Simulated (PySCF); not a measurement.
# SnCl2 (SMILES [Cl][Sn][Cl]): M06-2X/STO-6G

What is the vertical singlet–triplet gap of SnCl2 at M06-2X/STO-6G? The job is set up through a Python script.

The calculation is run with PySCF 2.14.0.

16 further runs of the same task are left out: 6 that didn't finish, 10 set aside as unsound or not needed.

### 1 The structure to begin with

The species is SnCl2 (3 atoms), meant as a singlet with charge 0. As SMILES, `[Cl][Sn][Cl]`. Geometry: a GFN2-xTB relaxation, a rough one for these elements and not checked as a minimum.

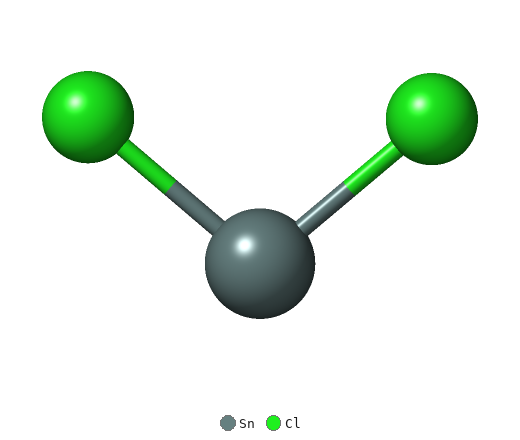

Viewed from a chosen angle; tin teal, chlorine green.

### 2 The energy at M06-2X/STO-6G

Input file run.py:

```python
from pyscf import gto, dft

molecule = gto.M(
    atom='''
Sn   0.004910  -0.007160  -1.023740
Cl   1.812600  -0.019020   0.521020
Cl  -1.817510   0.026180   0.502720
''',
    max_memory=1860,
    basis='sto-6g',
    spin=0,
    verbose=4,
)

mf = dft.RKS(molecule)
mf.xc = 'm06-2x'
mf.conv_tol = 1e-10
mf.grids.level = 5
mf.kernel()
if not mf.converged:
    mf = mf.newton().run(mf.mo_coeff, mf.mo_occ)

etot = mf.e_tot
print('Final energy', etot)
```

Started as:

```bash
$ OMP_NUM_THREADS=1 python run.py
```

Log:

```text
PySCF version 2.14.0

[INPUT] num. atoms = 3
[INPUT] num. electrons = 84
[INPUT] charge = 0
[INPUT] spin (= nelec alpha-beta = 2S) = 0
[INPUT] symmetry False subgroup None
[INPUT] Mole.unit = angstrom
[INPUT] Symbol           X                Y                Z      unit          X                Y                Z       unit  Magmom
[INPUT]  1 Sn     0.004910000000  -0.007160000000  -1.023740000000 AA    0.009278555272  -0.013530439052  -1.934588222762 Bohr   0.0
[INPUT]  2 Cl     1.812600000000  -0.019020000000   0.521020000000 AA    3.425317573387  -0.035942590889   0.984585105421 Bohr   0.0
[INPUT]  3 Cl    -1.817510000000   0.026180000000   0.502720000000 AA   -3.434596128658   0.049473029941   0.950003117341 Bohr   0.0

nuclear repulsion = 420.480071611674
number of shells = 21
number of NR pGTOs = 270
number of NR cGTOs = 45
basis = sto-6g
ecp = {}

******** <class 'pyscf.dft.rks.RKS'> ********
method = RKS
initial guess = minao
damping factor = 0
level_shift factor = 0
DIIS = <class 'pyscf.scf.diis.CDIIS'>
diis_start_cycle = 1
diis_space = 8
diis_damp = 0
SCF conv_tol = 1e-10
SCF conv_tol_grad = None
SCF max_cycles = 50
direct_scf = True
direct_scf_tol = 1e-13
XC library pyscf.dft.libxc version 7.0.0
    S. Lehtola, C. Steigemann, M. J.T. Oliveira, and M. A.L. Marques.,  SoftwareX 7, 1–5 (2018)
XC functionals = m06-2x
    Y. Zhao and D. G. Truhlar.,  Theor. Chem. Acc. 120, 215 (2008)
    Y. Zhao and D. G. Truhlar.,  Theor. Chem. Acc. 120, 215 (2008)
radial grids:
    Treutler-Ahlrichs [JCP 102, 346 (1995); DOI:10.1063/1.469408] (M4) radial grids

becke partition: Becke, JCP 88, 2547 (1988); DOI:10.1063/1.454033
pruning grids: <function nwchem_prune>
grids dens level: 5
symmetrized grids: False
atomic radii adjust function: <function treutler_atomic_radii_adjust>
small_rho_cutoff = 0
Set gradient conv threshold to 1e-05
Initial guess from minao.
tot grids = 133104
init E= -6899.24756441226
  HOMO = -0.567904963579258  LUMO = -0.413370072503831  gap/eV = 4.20511
cycle= 1 E= -6913.97165028952  delta_E= -14.7  |g|= 0.212  |ddm|= 2.25
  HOMO = -0.222764856727406  LUMO = -0.0151180482041709  gap/eV = 5.65036
cycle= 2 E= -6913.98019065228  delta_E= -0.00854  |g|= 0.0318  |ddm|= 0.318
  HOMO = -0.213658868765009  LUMO = -0.00331455319250468  gap/eV = 5.72376
cycle= 3 E= -6913.98066515097  delta_E= -0.000474  |g|= 0.016  |ddm|= 0.132
  HOMO = -0.217666314160181  LUMO = -0.00813766055114731  gap/eV = 5.70157
cycle= 4 E= -6913.9808523085  delta_E= -0.000187  |g|= 0.000849  |ddm|= 0.0493
  HOMO = -0.217591336185176  LUMO = -0.00803926875592931  gap/eV = 5.70220
cycle= 5 E= -6913.98085291359  delta_E= -6.05e-07  |g|= 4.33e-05  |ddm|= 0.00317
  HOMO = -0.21759671729527  LUMO = -0.00804526736015698  gap/eV = 5.70219
cycle= 6 E= -6913.98085291585  delta_E= -2.26e-09  |g|= 7.61e-06  |ddm|= 0.000206
  HOMO = -0.217596814609762  LUMO = -0.00804539966547849  gap/eV = 5.70218
cycle= 7 E= -6913.9808529159  delta_E= -5.64e-11  |g|= 6.26e-07  |ddm|= 4.19e-05
  HOMO = -0.217596854938222  LUMO = -0.00804550180645178  gap/eV = 5.70218
Extra cycle  E= -6913.98085291595  delta_E= -4.55e-11  |g|= 1.95e-07  |ddm|= 3.01e-06
converged SCF energy = -6913.98085291595
Final energy -6913.980852915948
```

Wall time 9.3 s (1 thread of Intel Xeon Platinum 8488C (Sapphire Rapids), shared host); peak memory 0.32 GiB.

### 3 The triplet at the same level

Input file job.py:

```python
from pyscf import gto, dft

molecule = gto.Mole()
molecule.atom = '''
Sn     0.009279    -0.013530    -1.934588
Cl     3.425318    -0.035943     0.984585
Cl    -3.434596     0.049473     0.950003
'''
molecule.verbose = 3
molecule.spin = 2
molecule.max_memory = 1860
molecule.unit = 'bohr'
molecule.basis = 'sto-6g'
molecule.build()

ks = dft.UKS(molecule)
ks.xc = 'm06-2x'
ks.conv_tol = 1e-10
ks.grids.level = 5
ks.kernel()
if not ks.converged:
    ks = ks.newton().run(ks.mo_coeff, ks.mo_occ)

e_tot = ks.e_tot
print('E(%s) = %.9f' % ('M06-2X', e_tot))
```

Started as:

```bash
$ OMP_NUM_THREADS=1 python job.py
```

Log:

```text
WARN: HOMO -0.413370068681769 >= LUMO -0.56790495223103

converged SCF energy = -6913.92652336992  <S^2> = 2.0036995  2S+1 = 3.0024653
E(M06-2X) = -6913.926523370
```

Wall time 14 s (1 thread of Intel Xeon Platinum 8488C (Sapphire Rapids), shared host); peak memory 0.33 GiB.

### 4 Outcome

At M06-2X/STO-6G:

| quantity | value |
| --- | --- |
| singlet: total energy | -6913.98085 Eh |
| singlet: dipole moment | 3.10 D |
| singlet: HOMO energy | -5.92 eV |
| singlet: LUMO energy | -0.22 eV |
| singlet: HOMO–LUMO gap | 5.70 eV |
| triplet: total energy | -6913.92652 Eh |
| triplet: dipole moment | 4.98 D |
| triplet: HOMO energy (highest over α and β) | -4.24 eV |
| triplet: LUMO energy (lowest over α and β) | -1.84 eV |
| triplet: ⟨S²⟩ | 2.004 |
| vertical energy of the triplet above the singlet | 1.478 eV |

**Reading.** At this shape the triplet lies 1.48 eV (143 kJ/mol) above the singlet. In a minimal basis such a difference can be off by several eV, whatever the method. Relativity is left out (singlet) although the molecule holds a heavy atom. Mulliken charges (triplet) run from -0.36 on Cl2 to +0.72 on Sn1; they depend strongly on the basis. Relativity is left out (triplet) although the molecule holds a heavy atom.
